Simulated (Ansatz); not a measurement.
B₃F₃

```csv
atom,x (Å),y (Å),z (Å)
B,-0.2110,0.4725,-0.9560
B,-0.0091,-0.0713,1.0847
B,0.4214,-0.7682,-0.2464
F,-0.7866,1.5748,-1.2761
F,1.0470,-1.9080,-0.6121
F,-0.4617,0.7002,2.0060
```

Geometry: PBE0-D4/def2-SVP.

Level of theory: Ansatz, RKS PBE0-D4/def2-TZVP.

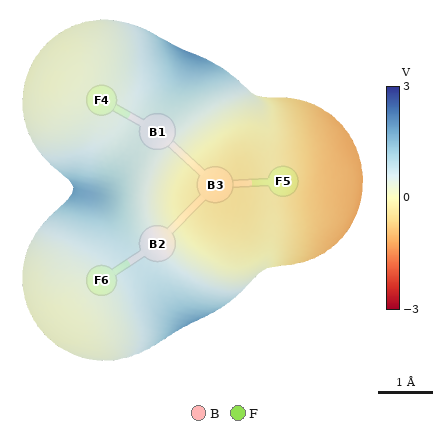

Figure 1. The electrostatic potential painted on the density surface at 0.002 e/bohr³, seen at a tilt; the colour scale runs from red (negative) to blue (positive).

Where is the surface potential most negative and most positive?

The most negative region (about −1.1 V) lies over F5, the most positive (about +2.0 V) over B1 and B2.

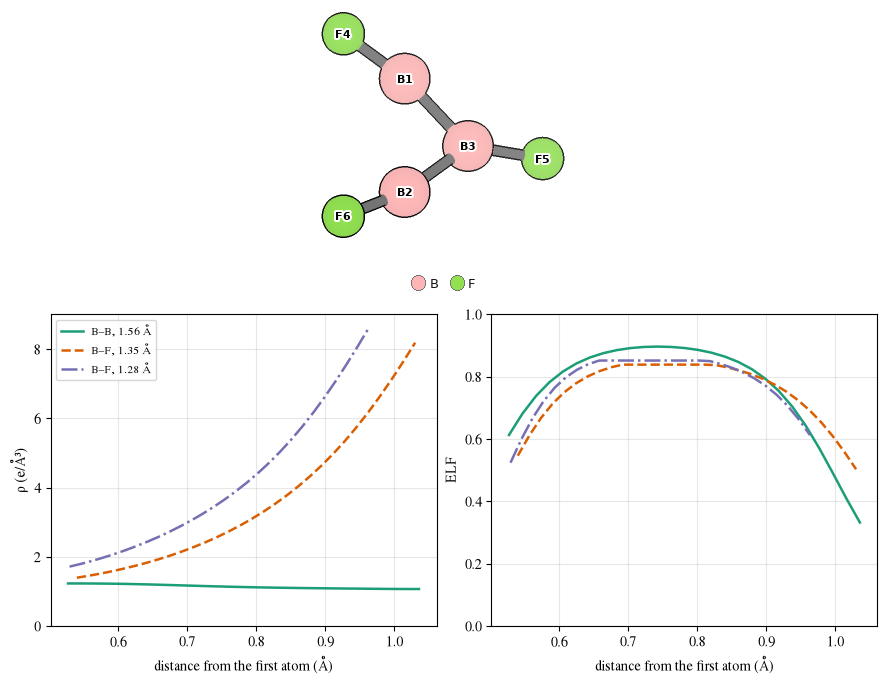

Figure 2. Electron density and electron localisation function along straight lines between neighbouring atoms. The curves leave out the atomic cores. The structure is drawn too.

Compare the contacts.

B–B (1.56 Å): ρ at the midpoint is about 1.1 e/Å³; the ELF peaks at about 0.90 between the atoms (localised, covalent bonding).
B–F (1.35 Å): ρ is about 2 e/Å³ halfway; the ELF peaks at about 0.85 between the atoms: a polar covalent bond.
B–F (1.28 Å): ρ is about 2.4 e/Å³ halfway; the ELF peaks at about 0.85 between the atoms: a short, strongly polar bond.

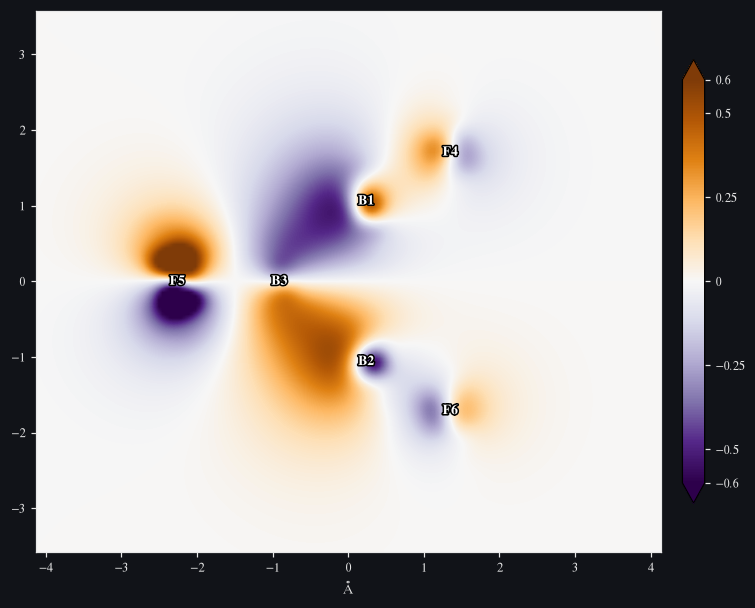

Figure 3. The HOMO−1 on the molecular plane (values in Å⁻³ᐟ²; the overall sign is arbitrary).

Describe this orbital and give its energy.

Its weight (Hirshfeld) is mainly on B3 (about 25 %), B1 (about 25 %), B2 (about 25 %) and F5 (about 25 %); it is symmetric in the molecular plane (an in-plane orbital: σ, lone-pair or in-plane π type). Its energy is −9.09 eV.
